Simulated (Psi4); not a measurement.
## Energy and gradient calculation, with input and output: C₄F₆ (charge +1) (part 2 of 2)

Continued. System: C₄F₆, charge +1, multiplicity 2. Method: PBE/def2-SVP, UKS (Psi4 1.11). The geometry is that of the parent species in another charge or spin state. The geometry comes from this level: PBE0-D4/def2-TZVP.

Geometry of the input (Å):
```
F  -0.0721  -2.3162  0.7636
C  -0.0875  -1.1098  0.2770
C  -0.6063  -0.5385  -0.8114
F  -1.3059  -0.9576  -1.8251
C  -0.0972  0.8289  -0.4795
F  -1.0217  1.7685  -0.2368
F  0.8018  1.3535  -1.3239
C  0.5125  0.1576  0.7994
F  0.0266  0.6144  1.9620
F  1.8500  0.1993  0.8748
```

Log, continued:
```
         ------------------------------------------------------------
                                   SCF GRAD
         ------------------------------------------------------------

  ==> Geometry <==

    Molecular point group: c1
    Full point group: C1

    Geometry (in Angstrom), charge = 1, multiplicity = 2:

       Center              X                  Y                   Z               Mass
    ------------   -----------------  -----------------  -----------------  -----------------
         F           -0.072120000000    -2.316230000000     0.763630000000    18.998403162730
         C           -0.087540000000    -1.109800000000     0.277030000000    12.000000000000
         C           -0.606330000000    -0.538520000000    -0.811440000000    12.000000000000
         F           -1.305940000000    -0.957560000000    -1.825060000000    18.998403162730
         C           -0.097240000000     0.828870000000    -0.479530000000    12.000000000000
         F           -1.021680000000     1.768480000000    -0.236800000000    18.998403162730
         F            0.801770000000     1.353470000000    -1.323900000000    18.998403162730
         C            0.512470000000     0.157580000000     0.799350000000    12.000000000000
         F            0.026610000000     0.614420000000     1.961950000000    18.998403162730
         F            1.849980000000     0.199290000000     0.874760000000    18.998403162730

  Nuclear repulsion =  597.085670725321961

  ==> Basis Set <==

  Basis Set: DEF2-SVP
    Blend: DEF2-SVP
    Number of shells: 60
    Number of basis functions: 140
    Number of Cartesian functions: 150
    Spherical Harmonics?: true
    Max angular momentum: 2

  ==> DirectJKGrad: Integral-Direct SCF Gradients <==

    Gradient:                    1
    J tasked:                  Yes
    K tasked:                   No
    wK tasked:                  No
    Integrals threads:           1
    Schwarz Cutoff:          1E-12

  ==> DFT Potential <==

   => LibXC <=

    Version 7.1.2

   => Composite Functional: PBE <=

    PBE GGA Exchange-Correlation Functional

    Deriv               =              1
    GGA                 =           TRUE
    Meta                =          FALSE

    Exchange Hybrid     =          FALSE
    MP2 Hybrid          =          FALSE

   => Exchange Functionals <=

    1.0000     XC_GGA_X_PBE

   => Correlation Functionals <=

    1.0000     XC_GGA_C_PBE

   => LibXC Density Thresholds  <==

    XC_GGA_C_PBE:  1.00E-12
    XC_GGA_X_PBE:  1.00E-15

   => Molecular Quadrature <=

    Radial Scheme          =       TREUTLER
    Pruning Scheme         =           NONE
    Nuclear Scheme         =       TREUTLER

    Blocking Scheme        =         OCTREE
    BS radius alpha        =              1
    Pruning alpha          =              1
    Radial Points          =             99
    Spherical Points       =            590
    Total Points           =         544393
    Total Blocks           =           3904
    Max Points             =            256
    Max Functions          =            134
    Weights Tolerance      =       1.00E-15

  -Total Gradient:
     Atom            X                  Y                   Z
    ------   -----------------  -----------------  -----------------
       1        0.002971553144    -0.021100859097     0.008626326446
       2       -0.018409035513     0.068778449795    -0.059293990483
       3        0.047675242532    -0.003994923078     0.079345735735
       4       -0.010421982026    -0.006345816951    -0.019477565843
       5        0.000116792908    -0.053977242440     0.030055401223
       6        0.002341982647     0.012382155054    -0.001163950287
       7       -0.001365788434     0.009747220743    -0.008317845172
       8       -0.036948966212    -0.013154577107    -0.047737250495
       9        0.006492572632     0.007809412348     0.007549539625
      10        0.007568723986    -0.000092902659     0.010430146791

	total time  =         12 seconds =       0.20 minutes

Properties will be evaluated at   0.000000,   0.000000,   0.000000 [a0]
OEProp: No title given, name of density matrix used for the following properties is 'SCF alpha density'

 Multipole Moments:

 ------------------------------------------------------------------------------------
     Multipole            Electronic (a.u.)      Nuclear  (a.u.)        Total (a.u.)
 ------------------------------------------------------------------------------------

 L = 1.  Multiply by 2.5417464519 to convert [e a0] to [Debye]
 Dipole X            :         -1.9906271            1.5793197           -0.4113074
 Dipole Y            :         -4.6136791            3.7522591           -0.8614200
 Dipole Z            :         -1.4724625            1.2163789           -0.2560836
 Magnitude           :                                                    0.9883304

 ------------------------------------------------------------------------------------
  Mulliken Charges: (a.u.)
   Center  Symbol    Alpha    Beta     Spin     Total
       1     F     4.53145  4.42586  0.10559  0.04268
       2     C     2.98224  2.76061  0.22163  0.25715
       3     C     2.98223  2.76062  0.22161  0.25715
       4     F     4.53145  4.42586  0.10559  0.04269
       5     C     2.87173  2.84213  0.02960  0.28615
       6     F     4.55995  4.47975  0.08021 -0.03970
       7     F     4.55463  4.49165  0.06298 -0.04629
       8     C     2.87172  2.84212  0.02960  0.28616
       9     F     4.55997  4.47975  0.08022 -0.03972
      10     F     4.55462  4.49165  0.06297 -0.04627

   Total alpha = 39.00000, Total beta = 38.00000, Total charge =  1.00000

  Mayer Bond Indices:

  Total Bond Index:
  Irrep: 1 Size: 10 x 10

                 1                   2                   3                   4                   5

    1     0.00000000000000     1.37868968906770     0.02074227026987     0.01509677471973     0.03392171188855
    2     1.37868968906770     0.00000000000000     1.41117329596613     0.02074211492213    -0.00225206957782
    3     0.02074227026987     1.41117329596613     0.00000000000000     1.37869400159662     0.93523751978841
    4     0.01509677471973     0.02074211492213     1.37869400159662     0.00000000000000     0.00136123902590
    5     0.03392171188855    -0.00225206957782     0.93523751978841     0.00136123902590     0.00000000000000
    6     0.01420467317334     0.03412916286933     0.05196768618838     0.01985926593056     1.17315674325504
    7     0.01232029070974     0.03086679640877     0.03516325695013     0.01276148829855     1.18302022488363
    8     0.00135607324588     0.93525153278124    -0.00225585641104     0.03391992878950     0.75648069200606
    9     0.01986207176019     0.05199444993135     0.03411751453233     0.01420605360910     0.01666570508543
   10     0.01275969388756     0.03514160011814     0.03087882551053     0.01231936251987     0.02226285048228

                 6                   7                   8                   9                  10

    1     0.01420467317334     0.01232029070974     0.00135607324588     0.01986207176019     0.01275969388756
    2     0.03412916286933     0.03086679640877     0.93525153278124     0.05199444993135     0.03514160011814
    3     0.05196768618838     0.03516325695013    -0.00225585641104     0.03411751453233     0.03087882551053
    4     0.01985926593056     0.01276148829855     0.03391992878950     0.01420605360910     0.01231936251987
    5     1.17315674325504     1.18302022488363     0.75648069200606     0.01666570508543     0.02226285048228
    6     0.00000000000000     0.03455138971998     0.01665168908382     0.01173323221425     0.00945547430547
    7     0.03455138971998     0.00000000000000     0.02228957807704     0.00945735561348     0.00972891217014
    8     0.01665168908382     0.02228957807704     0.00000000000000     1.17310815855968     1.18307921533046
    9     0.01173323221425     0.00945735561348     1.17310815855968     0.00000000000000     0.03455191119544
   10     0.00945547430547     0.00972891217014     1.18307921533046     0.03455191119544     0.00000000000000

  Alpha Contribution:
  Irrep: 1 Size: 10 x 10

                 1                   2                   3                   4                   5

    1     0.00000000000000     0.62014307603458     0.02508600740991     0.00555230615870     0.01497756366705
    2     0.62014307603458     0.00000000000000     0.81231705784025     0.02508677533557    -0.00480781952869
    3     0.02508600740991     0.81231705784025     0.00000000000000     0.62014572076298     0.47552341360636
    4     0.00555230615870     0.02508677533557     0.62014572076298     0.00000000000000    -0.00009782799506
    5     0.01497756366705    -0.00480781952869     0.47552341360636    -0.00009782799506     0.00000000000000
    6     0.00194698599304     0.01105922381174     0.01110604015066     0.00063697900141     0.56866576729383
    7     0.00218570211577     0.01243865456105     0.01073776532835     0.00070021193054     0.57480149632128
    8    -0.00009883619837     0.47551937851880    -0.00480706458330     0.01497752475815     0.41330973185641
    9     0.00063697647769     0.01111391501315     0.01105353097436     0.00194680286419     0.01218552953515
   10     0.00070017978035     0.01072946841219     0.01244442872077     0.00218589833952     0.01280035553990

                 6                   7                   8                   9                  10

    1     0.00194698599304     0.00218570211577    -0.00009883619837     0.00063697647769     0.00070017978035
    2     0.01105922381174     0.01243865456105     0.47551937851880     0.01111391501315     0.01072946841219
    3     0.01110604015066     0.01073776532835    -0.00480706458330     0.01105353097436     0.01244442872077
    4     0.00063697900141     0.00070021193054     0.01497752475815     0.00194680286419     0.00218589833952
    5     0.56866576729383     0.57480149632128     0.41330973185641     0.01218552953515     0.01280035553990
    6     0.00000000000000     0.00896791635913     0.01217797545141     0.00116435928037     0.00147719089311
    7     0.00896791635913     0.00000000000000     0.01280824793993     0.00147693064954     0.00116027342434
    8     0.01217797545141     0.01280824793993     0.00000000000000     0.56864131905289     0.57482468553238
    9     0.00116435928037     0.00147693064954     0.56864131905289     0.00000000000000     0.00896792395459
   10     0.00147719089311     0.00116027342434     0.57482468553238     0.00896792395459     0.00000000000000

  Beta Contribution:
  Irrep: 1 Size: 10 x 10

                 1                   2                   3                   4                   5

    1     0.00000000000000     0.75854661303312    -0.00434373714004     0.00954446856103     0.01894414822150
    2     0.75854661303312     0.00000000000000     0.59885623812588    -0.00434466041344     0.00255574995087
    3    -0.00434373714004     0.59885623812588     0.00000000000000     0.75854828083364     0.45971410618205
    4     0.00954446856103    -0.00434466041344     0.75854828083364     0.00000000000000     0.00145906702096
    5     0.01894414822150     0.00255574995087     0.45971410618205     0.00145906702096     0.00000000000000
    6     0.01225768718030     0.02306993905759     0.04086164603772     0.01922228692915     0.60449097596121
    7     0.01013458859397     0.01842814184771     0.02442549162178     0.01206127636800     0.60821872856234
    8     0.00145490944425     0.45973215426243     0.00255120817227     0.01894240403135     0.34317096014965
    9     0.01922509528249     0.04088053491819     0.02306398355797     0.01225925074490     0.00448017555028
   10     0.01205951410721     0.02441213170594     0.01843439678976     0.01013346418035     0.00946249494238

                 6                   7                   8                   9                  10

    1     0.01225768718030     0.01013458859397     0.00145490944425     0.01922509528249     0.01205951410721
    2     0.02306993905759     0.01842814184771     0.45973215426243     0.04088053491819     0.02441213170594
    3     0.04086164603772     0.02442549162178     0.00255120817227     0.02306398355797     0.01843439678976
    4     0.01922228692915     0.01206127636800     0.01894240403135     0.01225925074490     0.01013346418035
    5     0.60449097596121     0.60821872856234     0.34317096014965     0.00448017555028     0.00946249494238
    6     0.00000000000000     0.02558347336085     0.00447371363242     0.01056887293387     0.00797828341235
    7     0.02558347336085     0.00000000000000     0.00948133013711     0.00798042496393     0.00856863874580
    8     0.00447371363242     0.00948133013711     0.00000000000000     0.60446683950679     0.60825452979807
    9     0.01056887293387     0.00798042496393     0.60446683950679     0.00000000000000     0.02558398724084
   10     0.00797828341235     0.00856863874580     0.60825452979807     0.02558398724084     0.00000000000000

  Atomic Valences:

 #  #
 Irrep: 1
      1:    1.508953248722556
      2:    3.895736572486955
      3:    3.895718514391359
      4:    1.508960229411958
      5:    4.119854616837479
      6:    1.365709316740163
      7:    1.350159292831452
      8:    4.119881011462638
      9:    1.365696452501232
     10:    1.350177845519883

  Variable Map:
  ----------------------------------------------------------------------------
  "CURRENT ENERGY"              =>    -749.705727577674
  "CURRENT REFERENCE ENERGY"    =>    -749.705727577674
  "DD SOLVATION ENERGY"         =>       0.000000000000
  "DFT FUNCTIONAL TOTAL ENERGY" =>    -749.705727577674
  "DFT TOTAL ENERGY"            =>    -749.705727577674
  "DFT VV10 ENERGY"             =>       0.000000000000
  "DFT XC ENERGY"               =>     -83.255123272279
  "GRID ELECTRONS ALPHA"        =>      39.000000068725
  "GRID ELECTRONS BETA"         =>      38.000000029015
  "GRID ELECTRONS TOTAL"        =>      77.000000097740
  "NUCLEAR REPULSION ENERGY"    =>     597.085670725322
  "ONE-ELECTRON ENERGY"         =>   -2208.353819411936
  "PCM POLARIZATION ENERGY"     =>       0.000000000000
  "PE ENERGY"                   =>       0.000000000000
  "SCF ITERATION ENERGY"        =>    -749.705727577674
  "SCF ITERATIONS"              =>      55.000000000000
  "SCF TOTAL ENERGY"            =>    -749.705727577674
  "TWO-ELECTRON ENERGY"         =>     944.817544381219
  "XC GRID RADIAL POINTS"       =>      99.000000000000
  "XC GRID SPHERICAL POINTS"    =>     590.000000000000
  "XC GRID TOTAL POINTS"        =>  544393.000000000000

  Array Variable Map:
  ----------------------------------------------------------------------------
  "CURRENT DIPOLE"              =>      -0.411307380605 ... -0.256083581372 1 by 3
  "CURRENT GRADIENT"            =>       0.002971553144 ... 0.010430146791 10 by 3
  "DFT TOTAL GRADIENT"          =>       0.002971553144 ... 0.010430146791 10 by 3
  "DIPOLE"                      =>      -0.411307380605 ... -0.256083581372 1 by 3
  "SCF DIPOLE"                  =>      -0.411307380605 ... -0.256083581372 1 by 3
  "SCF TOTAL ENERGIES"          =>    -750.379185159808 ... -749.705727577674 1 by 56
  "SCF TOTAL GRADIENT"          =>       0.002971553144 ... 0.010430146791 10 by 3

    Psi4 run time: 0:02:24.42
```

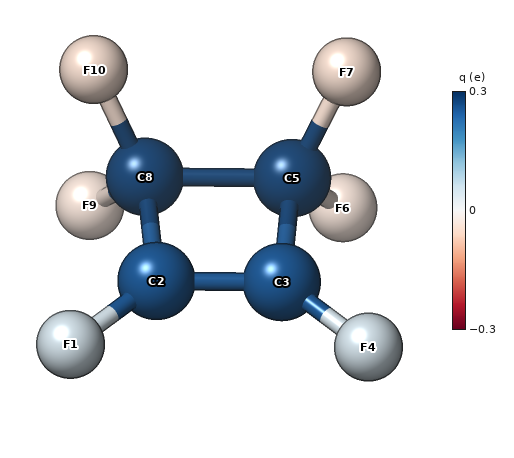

Mulliken charges, as the colour of each atom (ball-and-stick view, seen at a tilt; atoms are numbered from 1 in the order of the input). By element: F −0.05 to +0.04 and C +0.26 to +0.29 e.

Results in brief:

- outcome: converged
- total energy: −749.705728 hartree
- basis functions: 140
- largest force: 4.765 eV/Å
- ⟨S²⟩: 0.751
- wall time: 2.4 min
- peak memory: 1.1 GiB
